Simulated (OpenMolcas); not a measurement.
# HF/3-21G run of C2H7BO (SMILES CCBO)

Aim: an optimisation with harmonic vibrations of C2H7BO. 

Program for the calculation: OpenMolcas 26.06.

### 1 Starting point

C2H7BO has 11 atoms, charge 0, and is taken as a singlet. SMILES: `CCBO`. The shape is that of a PBE0-D4/def2-TZVP optimisation. This is one conformer, not always the lowest. The run starts from this shape.

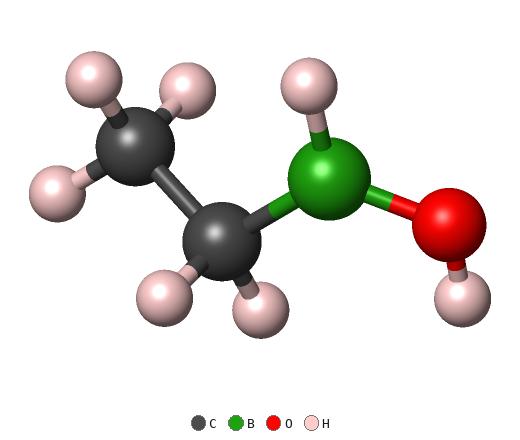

The structure, seen from a chosen angle (carbon dark grey, boron green, oxygen red, hydrogen pink).

### 2 An optimisation with harmonic vibrations at HF/3-21G

File run.input:

```
>>> EXPORT MOLCAS_PRINT=2
&gateway
baslib
$CurrDir
basisset
C.3-21G....
C1 -0.556200 1.314000 0.194100 angstrom
C2 -0.148100 -0.126400 0.498700 angstrom
End of Basis
basisset
B.3-21G....
B3 0.844200 -0.749700 -0.545000 angstrom
End of Basis
basisset
O.3-21G....
O4 0.775200 -2.034600 -0.968200 angstrom
End of Basis
basisset
H.3-21G....
H5 -1.123600 1.378600 -0.737900 angstrom
H6 -1.178100 1.737200 0.986300 angstrom
H7 0.322300 1.954000 0.082400 angstrom
H8 -1.037300 -0.754700 0.640300 angstrom
H9 0.380300 -0.147700 1.464300 angstrom
H10 1.748300 -0.108300 -1.010000 angstrom
H11 0.038500 -2.519500 -0.584400 angstrom
End of Basis
>>> EXPORT MOLCAS_MAXITER=50
>>> Do While
&seward
&scf
prorbitals
0
&slapaf
>>> EndDo
>>> COPY $Project.Opt.xyz $CurrDir/final.xyz
>>> COPY $Project.slapaf.h5 $CurrDir/final.slapaf.h5
&mckinley
&mclr
thermochemistry
1
1.0
298.15
End of PT
```

The basis set 3-21G is read from a file made from the Basis Set Exchange's data (not shown).

Run with:

```console
$ export MOLCAS_MEM=1860
$ pymolcas run.input > run.log
```

Output:

```text
--- Start Module: gateway ---
[...]
--- Stop Module: gateway /rc=_RC_ALL_IS_WELL_ ---
[...]
      Basis functions           50
[...]
       Convergence after  10 Iterations
[...]
::    Total SCF energy                               -178.4183136261
[...]
 *              Molecular gradients               *
 **************************************************
  Irreducible representation: a
 ------------------------------------------------------------------------------------------
                              X                       Y                       Z
 ------------------------------------------------------------------------------------------
  C1                4.59196208032997E-03   -1.68447904329958E-02    4.54952931475827E-03
  C2                8.95186994298136E-04    1.13360215486975E-02   -1.33407500554386E-02
  B3               -1.48166869110589E-02   -2.61179103196723E-02    4.89407687892129E-03
  O4                4.45503158799898E-03    1.47577628414055E-02    1.49145251320881E-03
  H5               -2.56715693112519E-03    8.47668144612790E-04   -4.47648932135492E-03
  H6               -3.33418892962789E-03    2.94382881131305E-03    3.82001270925247E-03
  H7                4.09672829546248E-03    3.74409392353314E-03   -1.01701093731710E-03
  H8               -2.77526235608372E-03   -4.04906471545607E-03    6.99580602860461E-04
[...]
 Geometry is converged in  16 iterations to a Minimum Structure
*****************************************************************************************************************
*****************************************************************************************************************
++ Geometry section
********************************************************************************
  Geometrical information of the final structure
********************************************************************************
  NOTE: on convergence the final predicted structure will be printed here.
  This is not identical to the structure printed in the head of the output.
 *********************************************************
[...]
       Convergence after   4 Iterations
[...]
::    Total SCF energy                               -178.4207874017
[...]
      Total spin, S                                     0.0000000000
[...]
      Total electronic charge=   32.000000
      Total            charge=   -0.000000
[...]
      Dipole Moment (debye):
      Origin of the operator (angstrom)=    0.2086   -0.4249   -0.2116
                   X= -1.7099E+00               Y= -3.9737E-01               Z=  1.2094E+00           Total=  2.1317E+00
      Quadrupole Moment (debye*angstrom):
[...]
--- Start Module: mclr ---
[...]
        Frequency:          290.77 cm-1
      ---------------------------------
[...]
        Frequency:          423.36 cm-1
      ---------------------------------
[...]
--- Stop Module: mclr /rc=_RC_ALL_IS_WELL_ ---
[...]
--- Start Module: mclr ---
[...]
        Frequency:         3196.04 cm-1
      ---------------------------------
[...]
        Frequency:         3251.07 cm-1
      ---------------------------------
[...]
        Frequency:         3261.13 cm-1
      ---------------------------------
[...]
        Frequency:         3906.71 cm-1
      ---------------------------------
[...]
--- Stop Module: mclr /rc=_RC_ALL_IS_WELL_ ---
[...]
```

It took 56 s on 1 thread of AMD EPYC 7R43 (Zen 3), shared host; peak memory 0.39 GiB.

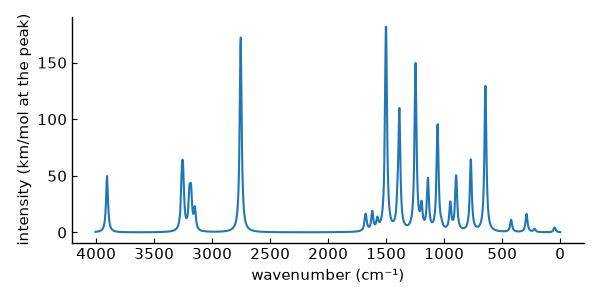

Harmonic infrared spectrum, unscaled, lines broadened by 10 cm⁻¹.

### 3 What came out

Level: HF/3-21G.

```
                                                           quantity             value
                                                       total energy     -178.42079 Eh
                                                      dipole moment            2.13 D
                                                        HOMO energy         -11.61 eV
                                                        LUMO energy           4.46 eV
                                                      HOMO–LUMO gap          16.06 eV
                                         lowest harmonic wavenumber           49 cm⁻¹
                                        highest harmonic wavenumber         3907 cm⁻¹
                                                  zero-point energy      259.9 kJ/mol
ideal-gas entropy at 298.15 K and 1 atm (symmetry number 1 as used)  72.9 cal/(mol K)
```

In words: At the final geometry: Bond lengths: C1–C2 1.554 Å, C2–B3 1.583 Å, B3–O4 1.377 Å, C1–H5 1.085 Å, C1–H6 1.084 Å, C1–H7 1.084 Å, C2–H8 1.089 Å, C2–H9 1.092 Å, B3–H10 1.189 Å, O4–H11 0.964 Å. Some angles: C1–C2–B3 112.0°, C2–B3–O4 124.6°, C1–C2–H8 109.5°, C1–C2–H9 108.2°, B3–C2–H8 112.6°, B3–C2–H9 108.0°, C2–C1–H5 111.0°, C2–C1–H6 111.0°, C2–C1–H7 110.5°, C2–B3–H10 121.0°. All 27 modes are real, so the shape is a minimum at this level.
